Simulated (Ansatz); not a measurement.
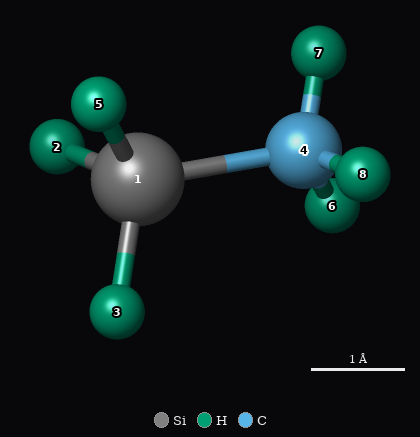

The structure as given in the input (ball-and-stick view, seen at a tilt; atoms are numbered from 1 in the order of the input). Bond lengths as drawn: C–H 1.09 Å, C–Si 1.87 Å and H–Si 1.49 Å.

## CH6Si: frequency calculation

CH6Si, computed with RKS PBE0-D4/def2-TZVP (Ansatz 0.2.0).

The geometry comes from this level: PBE0-D4/def2-TZVP. Figures and captions count atoms from 1; the log counts them from 0 in places.

## Log
```
Functional definition: PBE0
  name "PBE0"
  cite "Adamo & Barone, J. Chem. Phys. 110, 6158 (1999) doi:10.1063/1.478522"
  cite "Perdew, Burke & Ernzerhof, Phys. Rev. Lett. 77, 3865 (1996) doi:10.1103/PhysRevLett.77.3865"
  parent pbe
  parameter a = 0.25
  parameter kappa = 0.804
  parameter beta = 0.06672455060314922
  exchange = (1 - a)*pbe_x(kappa = kappa, mu = beta*pi^2/3) + a*exact_x
  correlation = pbe_c(beta = beta)
712 factors; their error is unknown
mean field evaluation 1: about -9003.5072 eV, gradient 4.6e1 eV
mean field evaluation 2: about -9001.7117 eV, gradient 5.0e1 eV
mean field evaluation 4: about -9008.3027 eV, gradient 5.5e-1 eV
mean field evaluation 8: about -9008.3311 eV, gradient 1.3e-2 eV
mean field -9008.33113081 eV, -331.0500629913 hartree, gradient 3.8e-5 eV, S^2 0.000000; 0 other end points of the search recorded, 0 dependent functions left out
the calculation of the forces begins
reference -9008.33115949 eV, -331.0500640449 hartree; 13, 13 occupied and 91, 91 virtual orbitals, 712 factors
these checks for a lower state are left out or cut short: stability, starts, cluster_reference, orbital_swaps, neighbouring_geometries, increment
712 factors; their error is unknown
mean field evaluation 16: about -9008.3310 eV, gradient 3.2e-5 eV
mean field -9008.33102871 eV, -331.0500592391 hartree, gradient 1.1e-6 eV, S^2 0.000000; 0 other end points of the search recorded, 0 dependent functions left out
[... from here on the field's lines of each further geometry are left out, up to the last ...]
the calculation of the forces begins
reference -9008.33114949 eV, -331.0500636775 hartree; 13, 13 occupied and 91, 91 virtual orbitals, 712 factors
these checks for a lower state are left out or cut short: stability, starts, cluster_reference, orbital_swaps, neighbouring_geometries, increment
712 factors; their error is unknown
mean field -9008.33111618 eV, -331.0500624533 hartree, gradient 2.6e-6 eV, S^2 0.000000; 0 other end points of the search recorded, 0 dependent functions left out
the calculation of the forces begins
reference -9008.33114485 eV, -331.0500635069 hartree; 13, 13 occupied and 91, 91 virtual orbitals, 712 factors
Total energy: -9008.41546230 eV, -331.0531621162 hartree
Atom 0 at    -1.004163     0.536912    -0.192502 Å, force    -0.000128     0.000037     0.000001 eV/Å
Atom 1 at    -2.319344    -0.157494    -0.242534 Å, force    -0.000427    -0.000332     0.000037 eV/Å
Atom 2 at    -1.251626     1.984590     0.047063 Å, force    -0.000007     0.000546     0.000161 eV/Å
Atom 3 at     0.072760    -0.182373     1.157391 Å, force     0.000433    -0.000209     0.000294 eV/Å
Atom 4 at    -0.350339     0.390648    -1.521226 Å, force     0.000312    -0.000074    -0.000558 eV/Å
Atom 5 at    -0.405717    -0.075871     2.133416 Å, force    -0.000191     0.000058     0.000194 eV/Å
Atom 6 at     0.255401    -1.244985     0.982993 Å, force    -0.000056    -0.000158    -0.000070 eV/Å
Atom 7 at     1.038541     0.326289     1.195462 Å, force     0.000063     0.000131    -0.000060 eV/Å
Dipole moment:     0.099763    -0.066630     0.125046 e Å
Vibrations: 197.84 514.36 514.37 706.95 879.55 879.56 935.66 951.79 951.80 1278.44 1452.43 1452.45 2219.86 2220.72 2220.73 3055.27 3141.14 3141.19 cm⁻¹, zero-point energy 1.656065 eV
```

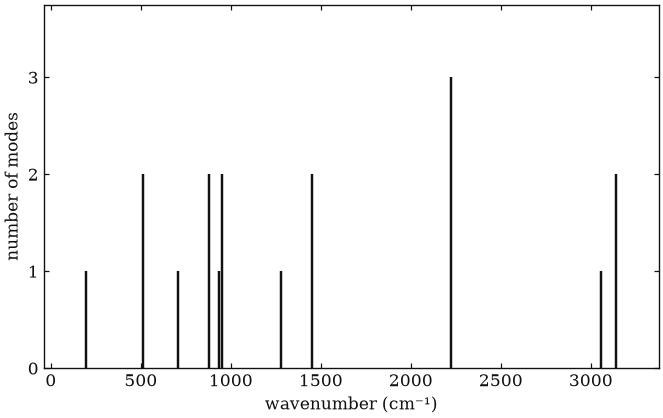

Harmonic vibrational wavenumbers from the force constants; neighbouring modes closer than 13 cm⁻¹ are counted in one stick. 18 modes from 198 to 3141 cm⁻¹, none imaginary.

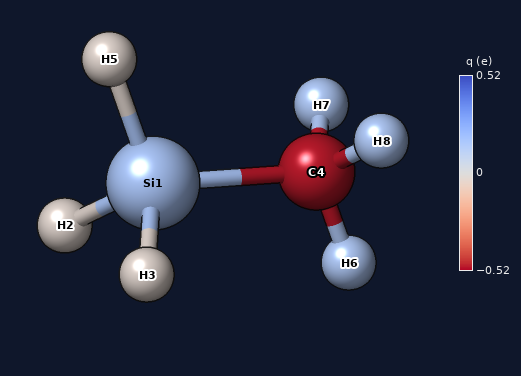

Mulliken charges, as the colour of each atom (ball-and-stick view, seen at a tilt; atoms are numbered from 1 in the order of the input). By element: Si +0.16, H −0.03 to +0.14 and C −0.50 e.

The run was set up as follows.

## Input file
```yaml
crystal:
  periodic: [false, false, false]
  atoms:
    - {symbol: Si, position_ang: [-1.004163, 0.536912, -0.192502]}
    - {symbol: H, position_ang: [-2.319344, -0.157494, -0.242534]}
    - {symbol: H, position_ang: [-1.251626, 1.984590, 0.047063]}
    - {symbol: C, position_ang: [0.072760, -0.182373, 1.157391]}
    - {symbol: H, position_ang: [-0.350339, 0.390648, -1.521226]}
    - {symbol: H, position_ang: [-0.405717, -0.075871, 2.133416]}
    - {symbol: H, position_ang: [0.255401, -1.244985, 0.982993]}
    - {symbol: H, position_ang: [1.038541, 0.326289, 1.195462]}
basis:
  gaussian: {orbitals: def2-TZVP}
hamiltonian: {xc: pbe0, dispersion: d4}
phonons: {temperatures: {t_min: 298.15, t_max: 900, t_step: 200}}
```

Command:
```bash
ansatz run in.yaml --threads 4 --pin off --events-out ev --progress --plain --max-ram 9574MiB
```

## Key numbers

```tsv
quantity	value
outcome	converged
total energy	−9008.4155 eV
mean-field energy	−9008.3312 eV
dispersion energy	−0.0843 eV
largest force (length of the vector)	0.001 eV/Å
dipole moment	0.83 D
hardware	4 threads of Arm Neoverse V1, 23 GiB of memory available, shared host
wall time	22 s (CPU time 78 s)
peak memory	0.46 GiB
```
